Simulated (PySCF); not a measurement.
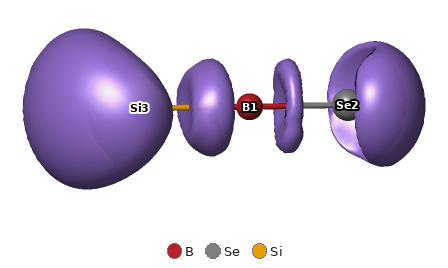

BSeSi (SMILES [Si]=B[Se]) (doublet). Isosurface of the electron localisation function at 0.8 (purple), seen from one side. Only the valence region is drawn (cores and ρ < 0.01 e/Å³ removed).

Geometry: B3LYP-D3(BJ)/def2-SVP.

Computed with PySCF, Gaussian-basis quantum chemistry of an isolated molecule with PySCF, energy and nuclear gradient, functional PBE0.

### Identify the bonds, lone pairs and shells in this picture.

At this value the surface marks out one region between bonded B–Se atoms (shared pairs), one region between bonded B–Si atoms (shared pairs), one ring or bowl of non-bonding electrons around Se and one lobe on Si, pointing away from the bonds (non-bonding electrons). Along the contacts the grid gives the following. B–Se (1.76 Å): the ELF peaks at about 0.85 between the atoms: localised, covalent bonding. Si–B (1.97 Å): the ELF peaks at about 0.95 between the atoms: a shared electron pair.
